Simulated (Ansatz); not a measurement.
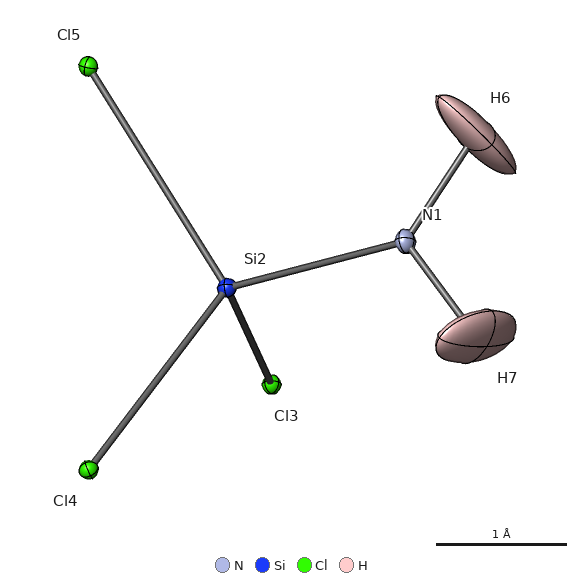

Displacement ellipsoids at the 50 % level, from the internal vibrations of the free molecule (harmonic, no overall translation or rotation; no half-axis is drawn under 0.075 Å). Vibrations computed with RKS PBE0-D4/def2-TZVP (Ansatz 0.2.0). Temperature: 100 K.

List U_eq and the three principal root-mean-square amplitudes for each kind of atom.

```
    atom  U_eq (Å²)   rms amplitudes (Å)
      N1     0.0031  0.043, 0.061, 0.062
     Si2     0.0011  0.032, 0.032, 0.034
     Cl3     0.0012  0.026, 0.036, 0.042
Cl4, Cl5     0.0012  0.028, 0.037, 0.039
  H6, H7     0.0444  0.082, 0.160, 0.318
```
